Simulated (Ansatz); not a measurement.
Input file:

```
crystal:
  periodic: [false, false, false]
  atoms:
    - { symbol: C, position_ang: [1.447, 0.6696, -0.4722] }
    - { symbol: C, position_ang: [0.0795, 0.563, -0.6314] }
    - { symbol: F, position_ang: [-0.69872, -0.25829, 0.16577] }
    - { symbol: Sn, position_ang: [-0.79717, 1.73509, -2.09976] }
    - { symbol: H, position_ang: [1.9365, 0.1496, 0.2593] }
    - { symbol: H, position_ang: [1.9467, 1.4121, -1.1272] }
    - { symbol: H, position_ang: [-2.56721, 1.44054, -2.07688] }
    - { symbol: H, position_ang: [-0.51676, 3.41744, -1.79518] }
    - { symbol: H, position_ang: [-0.21875, 1.28499, -3.7329] }
basis:
  gaussian: { orbitals: def2-SVP }
hamiltonian:
  xc: b3lyp
relax:
  f_tol: 0.015
  max_steps: 40
output:
  orbitals: {}
```

Run with:

```sh
ansatz run input.yaml --threads 2 --pin off --max-ram 3072MiB --backend cpu --events-out ev --progress --plain --runs-dir out
```

The fields are those of the run's last geometry, not of the input's.

Core potentials replace the inner electrons of Sn.

Theory: RKS B3LYP/def2-SVP (Ansatz).

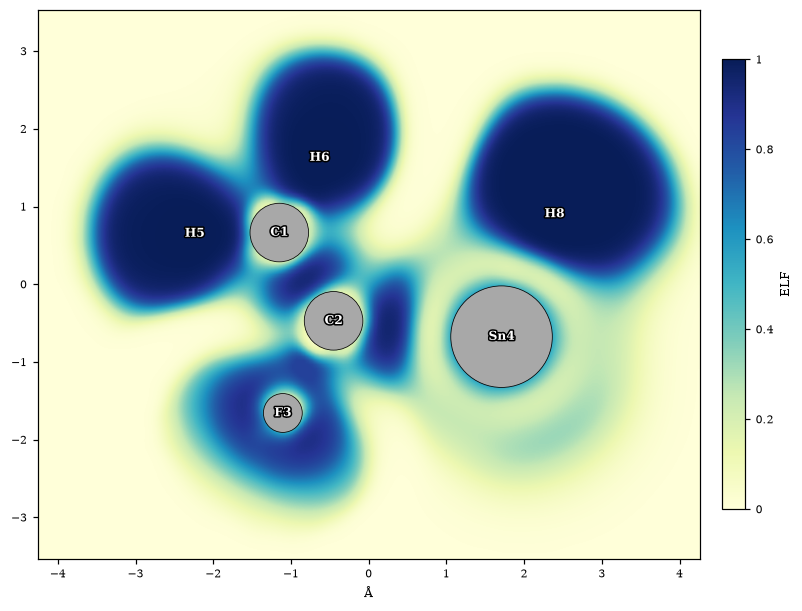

C2H5FSn (SMILES C=[C](F)[SnH3]). Electron localisation function on the plane of atoms F3, C2 and Sn4. Grey discs cover the atomic cores.

Question: What do the fields say about this system?

Answer: Atoms in the plane: C, F, Sn and H.
C–C (1.33 Å): the ELF peaks at about 0.95 between the atoms (a short, multiple covalent bond).
C–F (1.35 Å): the ELF peaks at about 0.85 between the atoms (a polar covalent bond).
C–Sn (2.17 Å): the ELF peaks at about 0.95 in the valence shell of C, 0.7 Å from its nucleus, and drops to about 0.15 between the two atoms.
C–H (1.09 Å): the ELF climbs to about 1 towards the hydrogen, as it does in any bond to H; a covalent bond by its length.
Sn–H (1.72 Å): the ELF climbs to about 1 towards the hydrogen.
The ELF also peaks beside F3, away from the bonds: lone-pair regions.
